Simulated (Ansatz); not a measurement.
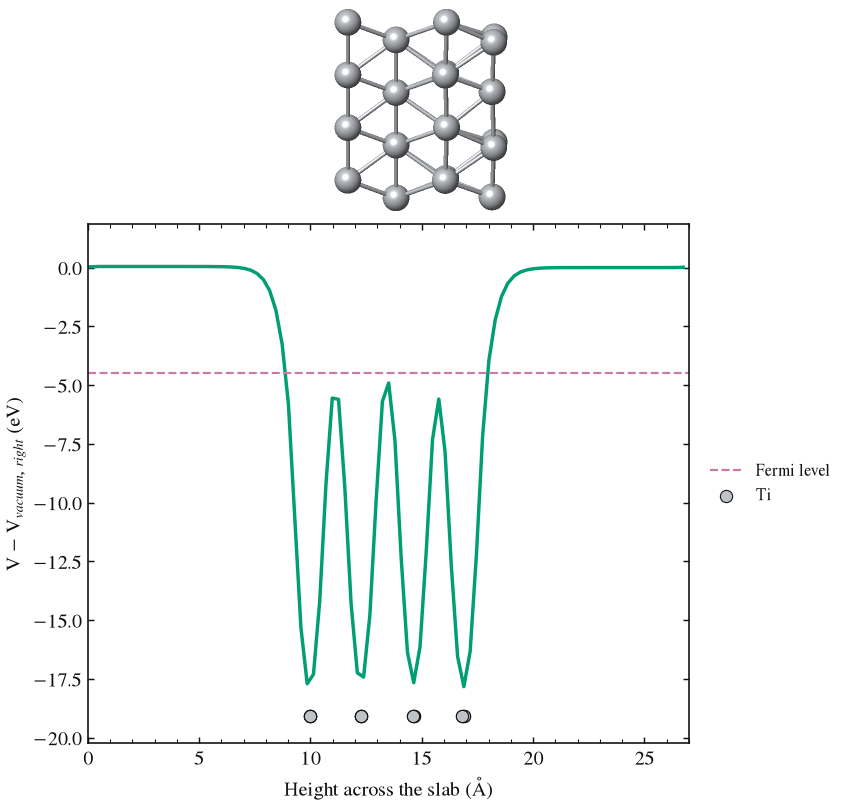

Plane-averaged electrostatic potential energy of an electron across the slab; circles at the bottom mark the heights of the atoms. The structure is drawn too.

This input was run:

```
crystal:
  lattice:
    - [5.772929951, 0.0, 0.0]
    - [-2.8864649755, 4.9995039918, 0.0]
    - [0.0, 0.0, 27.022723473]
  atoms:
    - { symbol: Ti, position: [0.3333333333, 0.1666666667, 0.29604714] }
    - { symbol: Ti, position: [0.3333333333, 0.6666666667, 0.29604714] }
    - { symbol: Ti, position: [0.8333333333, 0.1666666667, 0.29604714] }
    - { symbol: Ti, position: [0.8333333333, 0.6666666667, 0.29604714] }
    - { symbol: Ti, position: [0.1666666667, 0.3333333333, 0.3806811393] }
    - { symbol: Ti, position: [0.1666666667, 0.8333333333, 0.3806811393] }
    - { symbol: Ti, position: [0.6666666667, 0.3333333333, 0.3806811393] }
    - { symbol: Ti, position: [0.6666666667, 0.8333333333, 0.3806811393] }
    - { symbol: Ti, position: [0.3371486519, 0.1654369808, 0.4694597065] }
    - { symbol: Ti, position: [0.3248095501, 0.6500607493, 0.4680555706] }
    - { symbol: Ti, position: [0.8286767194, 0.1661682279, 0.4693081674] }
    - { symbol: Ti, position: [0.8342567401, 0.6684551643, 0.467186399] }
    - { symbol: Ti, position: [0.1523461451, 0.3046984917, 0.5529542664] }
    - { symbol: Ti, position: [0.1696556528, 0.8246669129, 0.5495235468] }
    - { symbol: Ti, position: [0.6782853686, 0.3560010119, 0.5522086017] }
    - { symbol: Ti, position: [0.6551190964, 0.8253529098, 0.5492733007] }
basis:
  ecutwfc: 420
kpoints:
  mp_grid: { grid: [4, 4, 1] }
hamiltonian:
  xc: pbe
  dispersion: d3bj
scf:
  occupations: { method: gaussian, width: 0.1 }
output:
  forces: true
  eigenvalues: true
  write_density: true
  volumetric_format: npy
efield:
  axis: 3
  dipole_correction: true
  ramp_width: 0.04
```

Launched with:
```bash
ansatz run input.yaml --threads 4 --pin off --max-ram 10240MiB --backend cpu --events-out ev --progress --plain --runs-dir out
```

Q: Read off the work function of each face.

A: The work function is 4.48 eV, the same on both faces. The two vacuum levels agree, so the slab has no net dipole along its normal.

Q: How thick are slab and vacuum?

A: The outermost atoms are 6.9 Å apart, which leaves 20.1 Å of vacuum in a cell 27.0 Å high.

The atoms aren't at rest in this cell (largest force 0.5 eV/Å), so the relaxed material can differ.
